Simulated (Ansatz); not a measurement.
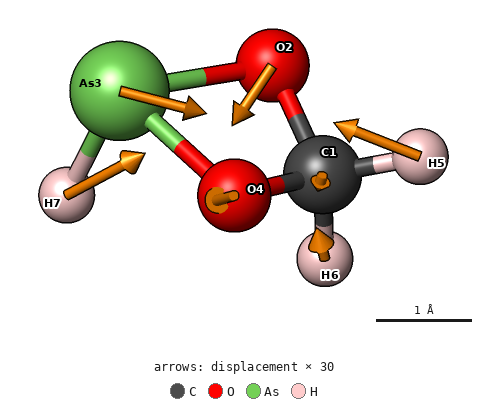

A relaxation of CH3AsO2. The starting structure is drawn; orange arrows show the displacements, 30 times their true length. The two geometries are superimposed by the best rigid fit.

Style: ball-and-stick. Shown from a free direction.

The start comes from PBE-D4/def2-SVP.

Theory: RKS PBE0-D4/def2-TZVP (Ansatz 0.2.0). (force threshold 0.005 eV/Å; at most 150 steps)

Describe the change and its energy.

Answer. H7 moves most after the best rigid fit: 0.036 Å. Largest moves by element: H 0.036 Å, As 0.032 Å, O 0.026 Å, C 0.008 Å. Near-neighbour distances that change, for instance: As3–O4 1.849 → 1.808 Å, As3–H7 1.583 → 1.557 Å, C1–H6 1.124 → 1.102 Å, C1–H5 1.115 → 1.095 Å. Over 6 geometry steps the energy falls by 1.45 kcal/mol. Largest force component: 1.2 eV/Å at the start, 0.0021 eV/Å at the end. Cost: 53 s on 2 threads of Intel Xeon Platinum 8259CL @ 2.50GHz (shared host).
